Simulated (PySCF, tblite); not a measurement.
# C₄H₂N₂S: excited states, first hyperpolarisability

Wanted: excited states, first hyperpolarisability for C₄H₂N₂S (`[C-]#[N+]c1nccs1`).

Programs: tblite 0.8.0 and PySCF 2.14.0, with routines of our own; each step states its level. All values are computed. Atoms count from 0.

## (1) The starting structure

9 atoms, charge 0, multiplicity 1; geometry from: force field or distance geometry start.

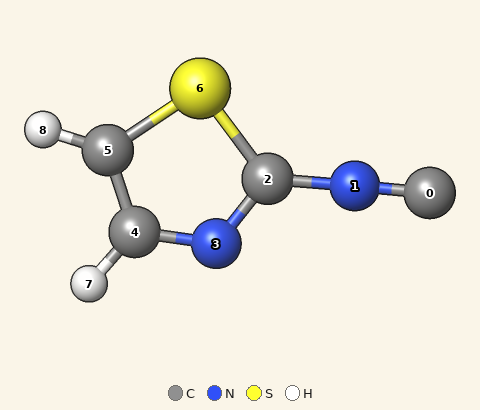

The starting geometry (carbon grey, nitrogen blue, sulfur yellow, hydrogen white).

## (2) Relaxing the molecule with GFN2-xTB

What the job is given:

```
{"job": {"kind": "relax", "xc": "GFN2-xTB", "basis": "xTB"}, "charge": 0, "multiplicity": 1}
C      3.518800    -0.601600     0.059500
N      2.358700    -0.326000     0.006400
C      1.007500    -0.013000    -0.017900
N      0.051300    -0.897700     0.169200
C     -1.203300    -0.527300     0.133800
C     -1.435200     0.795400    -0.137500
S      0.158800     1.535800    -0.318300
H     -2.038400    -1.222700     0.288500
H     -2.404700     1.263100    -0.208800
```

Command:

```bash
$ OMP_NUM_THREADS=1 python excited_run.py task.json out
```

This one command runs all jobs of the session in turn.

Standard output:

```text
step      E/eV     max force
  0    -505.12771    3.071
  1    -505.28861    4.081
  2    -505.39959    2.687
  3    -505.54108    1.377
  4    -505.61715    0.888
  5    -505.64022    0.551
  6    -505.65961    0.412
  7    -505.66408    0.275
  8    -505.67167    0.191
  9    -505.67510    0.190
 10    -505.67853    0.202
 11    -505.68109    0.165
 12    -505.68339    0.157
 13    -505.68505    0.137
 14    -505.68672    0.154
 15    -505.68858    0.187
 16    -505.69054    0.165
 17    -505.69204    0.094
 18    -505.69282    0.089
 19    -505.69325    0.082
 20    -505.69360    0.067
 21    -505.69391    0.054
 22    -505.69412    0.037
 23    -505.69420    0.018
 24    -505.69422    0.006
```

Run time: 0.19 s. Hardware: 1 thread of Arm Neoverse N1, shared host.

The steps of the relaxation:

```
step  energy from step 0 (eV)  largest force (eV/Å)
   0                   0.0000                3.0705
   1                  -0.1609                4.0813
   2                  -0.2719                2.6868
   3                  -0.4134                1.3767
   4                  -0.4894                0.8882
   5                  -0.5125                0.5513
   6                  -0.5319                0.4116
   7                  -0.5364                0.2749
   8                  -0.5440                0.1911
   9                  -0.5474                0.1899
  10                  -0.5508                0.2025
  11                  -0.5534                0.1648
  12                  -0.5557                0.1572
  13                  -0.5573                0.1366
  14                  -0.5590                0.1545
  15                  -0.5609                0.1865
  16                  -0.5628                0.1648
  17                  -0.5643                0.0936
  18                  -0.5651                0.0886
  19                  -0.5655                0.0823
  20                  -0.5659                0.0671
  21                  -0.5662                0.0537
  22                  -0.5664                0.0366
  23                  -0.5665                0.0181
  24                  -0.5665                0.0065
```

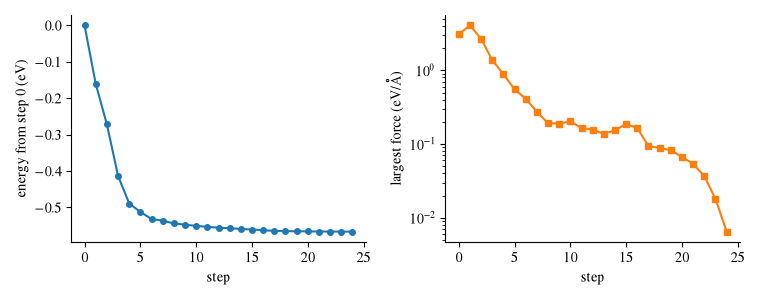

Energy and largest force along the relaxation.

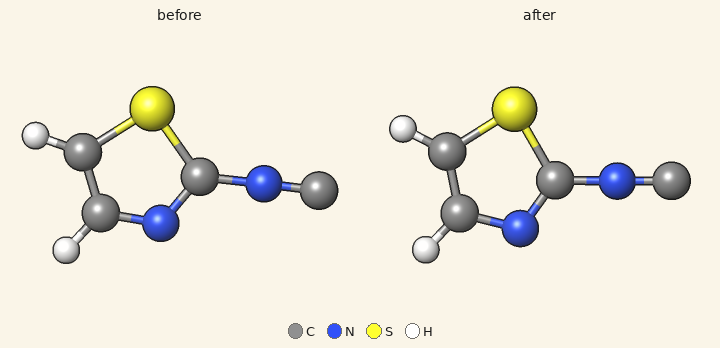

The geometry before (left) and after (right).

Close pairs (by a distance rule), those that changed most:

```
 bond  before (Å)  after (Å)  change (Å)
C5–S6       1.767      1.716      -0.051
N1–C2       1.387      1.337      -0.051
N3–C4       1.309      1.346      +0.037
C2–N3       1.316      1.287      -0.029
C2–S6       1.791      1.765      -0.026
C0–N1       1.194      1.169      -0.024
C4–H7       1.098      1.074      -0.023
C4–C5       1.370      1.362      -0.008
```

The final coordinates are the input of the step that follows.

## (3) Harmonic vibrations with GFN2-xTB

What the job is given:

```
{"job": {"kind": "ir", "xc": "GFN2-xTB", "basis": "xTB"}, "charge": 0, "multiplicity": 1}
C      3.397334    -0.407911     0.013232
N      2.235372    -0.276104     0.008642
C      0.910182    -0.102824    -0.000273
N      0.042520    -1.031461     0.205057
C     -1.215971    -0.559462     0.134892
C     -1.326916     0.771160    -0.132354
S      0.219796     1.492135    -0.309987
H     -2.033131    -1.239474     0.289004
H     -2.215624     1.359935    -0.233392
```

Standard output:

```text
mode    cm-1     km/mol
  1     153.4      0.41
  2     156.7      1.33
  3     353.1      0.67
  4     422.8      0.72
  5     503.8      0.10
  6     509.0      2.64
  7     590.4     18.29
  8     653.8      9.02
  9     755.2      7.25
 10     757.1     11.94
 11     832.9      3.80
 12     872.6      4.54
 13    1048.7     24.76
 14    1077.1     91.13
 15    1181.4     41.07
 16    1319.7     11.81
 17    1434.5      4.20
 18    1543.9     83.02
 19    2180.7      0.86
 20    3145.1      3.91
 21    3176.5      1.59
```

It took 0.33 s on 1 thread of Arm Neoverse N1, shared host.

Which atoms move in the most intense modes:

```
cm⁻¹  km/mol                               atoms
 590    18.3           C2 41 %, N3 33 %, C4 13 %
 654     9.0           S6 31 %, C2 30 %, N3 20 %
 757    11.9  C4 37 %, S6 19 %, C5 18 %, N3 14 %
1049    24.8           H8 49 %, H7 29 %, C2 12 %
1077    91.1  N3 27 %, C2 26 %, H8 25 %, H7 10 %
1181    41.1           H7 45 %, C2 22 %, N3 14 %
1320    11.8           C4 41 %, N3 31 %, C5 13 %
1544    83.0                    C2 57 %, N3 31 %
```

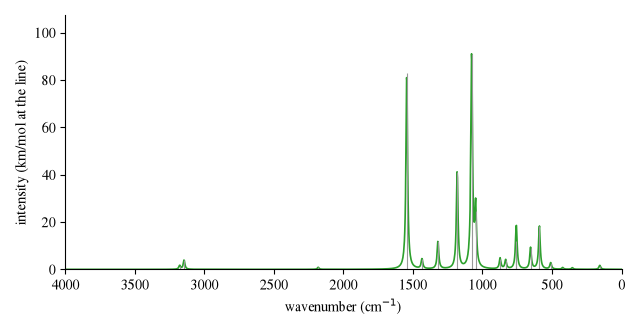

The infrared spectrum from these modes, unscaled. Lines are broadened to a width of 14 cm⁻¹ (Lorentzian).

## (4) Geometry optimisation at PBE0-D3(BJ)/def2-SVP

Settings changed since step 3:

```diff
@@ -1,2 +1,2 @@
-{"job": {"kind": "ir", "xc": "GFN2-xTB", "basis": "xTB"}, "charge": 0, "multiplicity": 1}
+{"job": {"xc": "PBE0", "basis": "def2-SVP", "d3": "d3bj", "grid": 1, "kind": "geom"}, "charge": 0, "multiplicity": 1}
 C      3.397334    -0.407911     0.013232
```

Standard output:

```text
step   0  E = -660.50178990  max force = 0.021999
step   1  E = -660.50349736  max force = 0.005112
step   2  E = -660.50353629  max force = 0.001510
step   3  E = -660.50354083  max force = 0.001029
step   4  E = -660.50354517  max force = 0.000325
optimisation converged
```

Wall time 30 s (1 thread of Arm Neoverse N1, shared host); peak memory 0.53 GiB.

Relaxation path:

```
step  energy from step 0 (eV)  largest force component (eV/Å)
   0                   0.0000                          1.1312
   1                  -0.0465                          0.2629
   2                  -0.0475                          0.0776
   3                  -0.0476                          0.0529
   4                  -0.0478                          0.0167
```

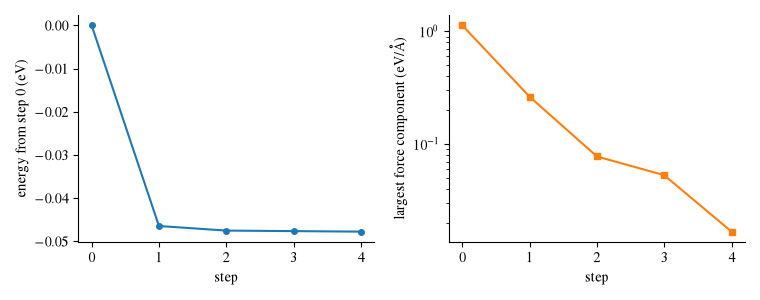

Energy and force, step by step.

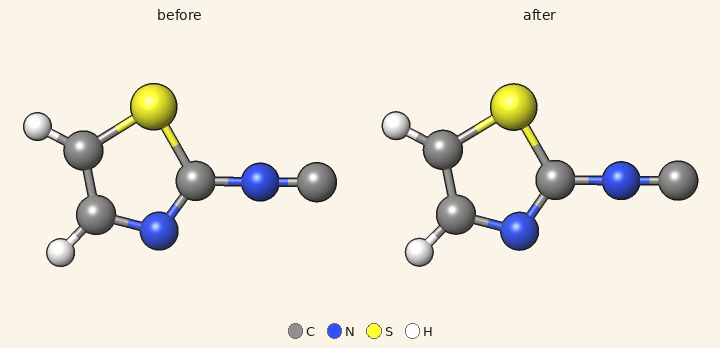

Before and after, at one scale.

Close pairs (by a distance rule), those that changed most:

```
 bond  before (Å)  after (Å)  change (Å)
C2–S6       1.765      1.741      -0.024
N1–C2       1.337      1.359      +0.023
C5–H8       1.071      1.089      +0.018
C4–H7       1.074      1.091      +0.017
N3–C4       1.346      1.360      +0.014
C2–N3       1.287      1.298      +0.010
C0–N1       1.169      1.179      +0.010
C4–C5       1.362      1.371      +0.009
```

The next job starts from the end point, and lists it.

```
                         at the end point                value
  point group (found at 0.08 Å tolerance)                   Cs
rotational constants (GHz, main isotopes)  5.455, 2.014, 1.471
                        dipole moment (D)                 4.42
```

## (5) Excited states: TDA PBE0/def2-SVPD

What the job is given:

```
{"job": {"kind": "states", "xc": "PBE0", "basis": "def2-SVPD", "tda": true, "soc": true, "nstates": 8, "ntriplets": 6, "nquad": 4}, "charge": 0, "multiplicity": 1}
C      3.517141    -0.159631    -0.356755
N      2.345287    -0.030438    -0.360055
C      0.996005     0.134946    -0.366375
N      0.139484    -0.818350    -0.161553
C     -1.129513    -0.335527    -0.231034
C     -1.247373     1.004637    -0.492837
S      0.307690     1.707016    -0.662071
H     -1.972117    -1.011941    -0.080311
H     -2.152803     1.601187    -0.591913
```

Method: TDA PBE0/def2-SVPD excited states, vertical, gas phase, spin-orbit mean-field couplings.

Standard output:

```text
coarse grid: 9336 points
cycle   1  E = -660.4031060271  dE =  1.347e+00  |g| = 3.946e-01  |ddm| = 5.673e+00
cycle   2  E = -660.3078594856  dE =  9.525e-02  |g| = 7.555e-01  |ddm| = 2.627e+00
cycle   3  E = -660.4409479894  dE = -1.331e-01  |g| = 7.477e-02  |ddm| = 1.762e+00
cycle   4  E = -660.4417324020  dE = -7.844e-04  |g| = 4.944e-02  |ddm| = 1.495e-01
cycle   5  E = -660.4421958192  dE = -4.634e-04  |g| = 1.366e-02  |ddm| = 4.984e-02
cycle   6  E = -660.4422380832  dE = -4.226e-05  |g| = 5.216e-03  |ddm| = 2.926e-02
cycle   7  E = -660.4422448837  dE = -6.801e-06  |g| = 1.423e-03  |ddm| = 1.163e-02
final grid: 89312 points
cycle   8  E = -660.5110128924  dE = -1.620e-05  |g| = 6.703e-03  |ddm| = 7.906e-02
cycle   9  E = -660.5109941825  dE =  1.871e-05  |g| = 1.048e-02  |ddm| = 3.122e-02
cycle  10  E = -660.5110244990  dE = -3.032e-05  |g| = 1.587e-03  |ddm| = 2.408e-02
cycle  11  E = -660.5110251512  dE = -6.523e-07  |g| = 3.466e-04  |ddm| = 3.965e-03
cycle  12  E = -660.5110251767  dE = -2.543e-08  |g| = 9.976e-05  |ddm| = 8.522e-04
cycle  13  E = -660.5110251791  dE = -2.390e-09  |g| = 5.117e-05  |ddm| = 2.127e-04
cycle  14  E = -660.5110251797  dE = -6.301e-10  |g| = 1.672e-05  |ddm| = 7.527e-05
converged SCF energy = -660.5110251797

Singlet excitations
state   eV       nm        f     d(h-e)  d(exc)  Lambda  PR(NTO)  |dmu|/D   mu/D   main configurations
  1   5.2044   238.2   0.00001   1.102   2.868   0.529   1.008    2.279    5.385   H-1->L 0.96
  2   5.2412   236.6   0.28412   0.982   3.083   0.784   1.204    2.042    6.363   H->L 0.88
  3   5.6702   218.7   0.00000   1.295   3.273   0.464   1.021    3.327    6.611   H->L+1 0.98
  4   6.1729   200.9   0.07529   0.440   2.973   0.718   1.543    0.827    5.145   H-2->L 0.75, H->L+2 0.12
  5   6.2012   199.9   0.02360   2.795   3.772   0.492   1.022                     H-3->L 0.95
  6   6.3343   195.7   0.00061   1.390   3.370   0.463   1.101                     H->L+3 0.93
  7   6.8758   180.3   0.00001   0.786   2.861   0.436   1.346                     H-2->L+1 0.76, H-4->L 0.12
  8   6.9123   179.4   0.00076   0.673   2.880   0.439   1.304                     H-4->L 0.85, H-2->L+1 0.11

Triplet excitations (Tamm-Dancoff)
state   eV     d(h-e)  d(exc)  Lambda  PR(NTO)   main configurations
  1   3.3243   0.532   2.830   0.803   1.043   H->L 0.94
  2   4.5963   0.658   2.804   0.521   1.118   H-1->L 0.84
  3   4.7373   0.650   2.721   0.724   1.033   H-2->L 0.95
  4   4.8346   0.990   2.810   0.483   1.150   H-3->L 0.76, H-1->L 0.09
  5   5.1953   0.363   2.614   0.797   1.200   H->L+2 0.87
  6   5.3341   0.814   2.017   0.519   1.005   H-3->L+1 0.42, H-3->L+3 0.39
S1 - T1 = 1.8800 eV

Spin-orbit couplings |<S|Hso|T>| (cm-1)
             T1       T2       T3       T4       T5       T6
S0        0.108   48.289    0.787   35.042    0.838   17.008
S1       23.032    0.495   40.116    2.457   14.509    3.026
S2        0.134   29.656    0.480   17.715    0.173    0.661
S3       35.411    0.255    5.229    0.444   12.091    3.674
S4        0.036   33.498    0.206   19.028    0.033    0.457
S5        2.897    2.804    3.414    1.654    0.610    9.918
S6       20.090    0.573   10.076    0.866    2.311    2.354
S7       11.871    2.369   21.221    1.952    1.302    4.237
S8        5.743    2.409   52.296    3.253    7.847    2.402
T1 sublevels (cm-1): 0.000 0.085 0.087   radiative rates (1/s): 0.00191 0.0254 0.269
```

Wall time 31 s (1 thread of Arm Neoverse N1, shared host); peak memory 0.6 GiB.

From this job:

```
  quantity    value
S1 less T1  1.88 eV
```

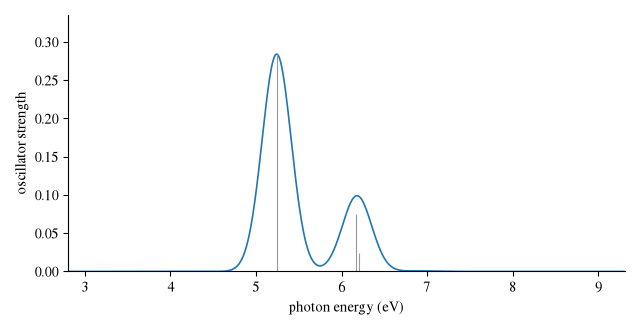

Absorption lines of the singlets. Lines are broadened to a width of 0.40 eV (Gaussian).

## (6) Excited states: TDDFT CAM-B3LYP/def2-SVPD

Settings changed since step 5:

```diff
@@ -1,2 +1,2 @@
-{"job": {"kind": "states", "xc": "PBE0", "basis": "def2-SVPD", "tda": true, "soc": true, "nstates": 8, "ntriplets": 6, "nquad": 4}, "charge": 0, "multiplicity": 1}
+{"job": {"kind": "states", "xc": "CAM-B3LYP", "basis": "def2-SVPD", "tpa": true, "nstates": 6, "nquad": 5, "ntriplets": 0}, "charge": 0, "multiplicity": 1}
 C      3.517141    -0.159631    -0.356755
```

Method: TDDFT CAM-B3LYP/def2-SVPD excited states, vertical, gas phase, two-photon moments by quadratic response.

Standard output:

```text
coarse grid: 9336 points
cycle   1  E = -660.6911378670  dE =  1.481e+00  |g| = 4.495e-01  |ddm| = 5.539e+00
cycle   2  E = -660.6595591999  dE =  3.158e-02  |g| = 6.329e-01  |ddm| = 2.426e+00
cycle   3  E = -660.7444228680  dE = -8.486e-02  |g| = 7.391e-02  |ddm| = 1.429e+00
cycle   4  E = -660.7452178849  dE = -7.950e-04  |g| = 5.271e-02  |ddm| = 1.617e-01
cycle   5  E = -660.7457993783  dE = -5.815e-04  |g| = 1.106e-02  |ddm| = 6.005e-02
cycle   6  E = -660.7458242956  dE = -2.492e-05  |g| = 5.426e-03  |ddm| = 3.174e-02
cycle   7  E = -660.7458327046  dE = -8.409e-06  |g| = 1.260e-03  |ddm| = 1.101e-02
final grid: 89312 points
cycle   8  E = -660.8280191977  dE = -1.943e-05  |g| = 1.815e-03  |ddm| = 6.281e-02
cycle   9  E = -660.8280192156  dE = -1.796e-08  |g| = 1.866e-03  |ddm| = 6.878e-03
cycle  10  E = -660.8280200798  dE = -8.641e-07  |g| = 2.974e-04  |ddm| = 3.047e-03
cycle  11  E = -660.8280201027  dE = -2.296e-08  |g| = 1.186e-04  |ddm| = 7.053e-04
cycle  12  E = -660.8280201057  dE = -2.923e-09  |g| = 6.720e-05  |ddm| = 2.573e-04
cycle  13  E = -660.8280201067  dE = -1.070e-09  |g| = 1.030e-05  |ddm| = 8.646e-05
cycle  14  E = -660.8280201067  dE = -2.603e-11  |g| = 4.961e-06  |ddm| = 3.113e-05
converged SCF energy = -660.8280201067

Singlet excitations
state   eV       nm        f     d(h-e)  d(exc)  Lambda  PR(NTO)  |dmu|/D   mu/D   delta(TPA)   sigma/GM   main configurations
  1   5.0762   244.2   0.21356   0.761   2.928   0.774   1.241    1.880    6.142       92.76      0.876   H->L 0.94
  2   5.3668   231.0   0.00000   1.050   2.753   0.515   1.013    2.404    5.259        0.72      0.008   H-2->L 0.95
  3   5.8736   211.1   0.00002   1.182   3.085   0.430   1.039    3.152    5.466        0.20      0.003   H->L+1 0.89
  4   6.1413   201.9   0.05646   0.322   2.794   0.708   1.521    0.736    5.110       41.26      0.570   H-1->L 0.82, H->L+3 0.11
  5   6.6004   187.8   0.00006   1.296   3.189   0.404   1.337    3.809    7.951        0.29      0.005   H->L+4 0.43, H->L+2 0.34, H-1->L+1 0.10
  6   6.7548   183.5   0.03176   2.285   3.381   0.461   1.035                                            H-3->L 0.91
```

It took 39 s on 1 thread of Arm Neoverse N1, shared host; peak memory 0.63 GiB.

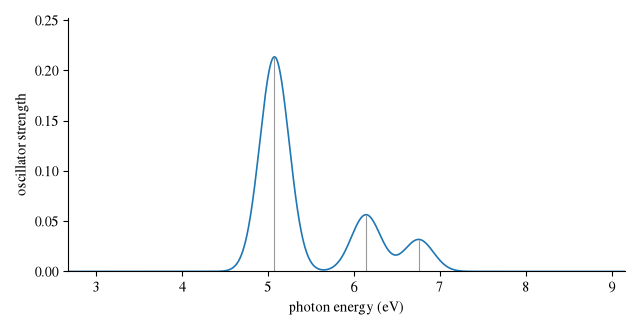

Absorption lines of the singlets. Lines are broadened to a width of 0.40 eV (Gaussian).

## (7) First hyperpolarisability: quadratic response PBE0/def2-SVPD

Settings changed since step 6:

```diff
@@ -1,2 +1,2 @@
-{"job": {"kind": "states", "xc": "CAM-B3LYP", "basis": "def2-SVPD", "tpa": true, "nstates": 6, "nquad": 5, "ntriplets": 0}, "charge": 0, "multiplicity": 1}
+{"job": {"kind": "beta", "xc": "PBE0", "basis": "def2-SVPD", "wavelengths": [1550, 1064, 694.3]}, "charge": 0, "multiplicity": 1}
 C      3.517141    -0.159631    -0.356755
```

Level: quadratic response PBE0/def2-SVPD first hyperpolarisability, Taylor convention, gas phase.

Standard output:

```text
coarse grid: 9336 points
cycle   1  E = -660.4031060271  dE =  1.347e+00  |g| = 3.946e-01  |ddm| = 5.673e+00
cycle   2  E = -660.3078594856  dE =  9.525e-02  |g| = 7.555e-01  |ddm| = 2.627e+00
cycle   3  E = -660.4409479894  dE = -1.331e-01  |g| = 7.477e-02  |ddm| = 1.762e+00
cycle   4  E = -660.4417324020  dE = -7.844e-04  |g| = 4.944e-02  |ddm| = 1.495e-01
cycle   5  E = -660.4421958192  dE = -4.634e-04  |g| = 1.366e-02  |ddm| = 4.984e-02
cycle   6  E = -660.4422380832  dE = -4.226e-05  |g| = 5.216e-03  |ddm| = 2.926e-02
cycle   7  E = -660.4422448837  dE = -6.801e-06  |g| = 1.423e-03  |ddm| = 1.163e-02
final grid: 89312 points
cycle   8  E = -660.5110128924  dE = -1.620e-05  |g| = 6.703e-03  |ddm| = 7.906e-02
cycle   9  E = -660.5109941825  dE =  1.871e-05  |g| = 1.048e-02  |ddm| = 3.122e-02
cycle  10  E = -660.5110244990  dE = -3.032e-05  |g| = 1.587e-03  |ddm| = 2.408e-02
cycle  11  E = -660.5110251512  dE = -6.523e-07  |g| = 3.466e-04  |ddm| = 3.965e-03
cycle  12  E = -660.5110251767  dE = -2.543e-08  |g| = 9.976e-05  |ddm| = 8.522e-04
cycle  13  E = -660.5110251791  dE = -2.390e-09  |g| = 5.117e-05  |ddm| = 2.127e-04
cycle  14  E = -660.5110251797  dE = -6.301e-10  |g| = 1.672e-05  |ddm| = 7.527e-05
converged SCF energy = -660.5110251797

Lowest singlets (eV, f): 4.9960 0.2195  5.1705 0.0000  5.6586 0.0000

First hyperpolarisability (au)
process     nm      |vector|   parallel      HRS      DR
static         -      290.94     114.89     136.26   3.595
shg       1550.0      326.05     134.72     152.38   3.638
eope      1550.0      301.79     120.98          -       -
shg       1064.0      376.77     163.79      175.4   3.702
eope      1064.0      314.94     128.41          -       -
shg        694.3      619.16     305.52      282.9   3.941
eope       694.3      354.06     150.72          -       -
```

Wall time 29 s (1 thread of Arm Neoverse N1, shared host); peak memory 0.6 GiB.

## (8) Summary of results

| quantity | value |
| --- | --- |
| strongest single infrared mode (GFN2-xTB) | 1077 cm⁻¹, 91 km/mol |
| zero-point energy (GFN2-xTB) | 32.4 kcal/mol |
| point group | Cs |
| rotational constants (main isotopes) | 5.45, 2.01, 1.47 GHz |
| S1 less T1 (step 5, TDA PBE0/def2-SVPD) | 1.88 eV |
| β vector (step 7, quadratic response PBE0/def2-SVPD) | static 291, SHG 1550.0 nm 326, SHG 1064.0 nm 377, SHG 694.3 nm 619 au |

No mode is imaginary among the 21: a minimum at this level. The strongest single mode, at 1077 cm⁻¹, moves mainly N3, C2 and H8. GFN2-xTB is a fitted tight-binding method: band positions and strengths are rough. Its intensities can rank the bands wrongly. The optimisation took 4 steps and gained 0.048 eV; among the close pairs (by a distance rule), C2–S6 changed most, from 1.765 to 1.741 Å (PBE0/def2-SVP). No frequency check was run at this level, so the end point may be a saddle. In step 5, the number of triplets below S1 is 5, and the largest singlet-triplet spin-orbit coupling is S8–T3, 52.30 cm⁻¹. β grows from 291 au (static) to 619 au for doubling at 694.3 nm: normal dispersion, which grows as twice the photon energy moves toward the bright states.
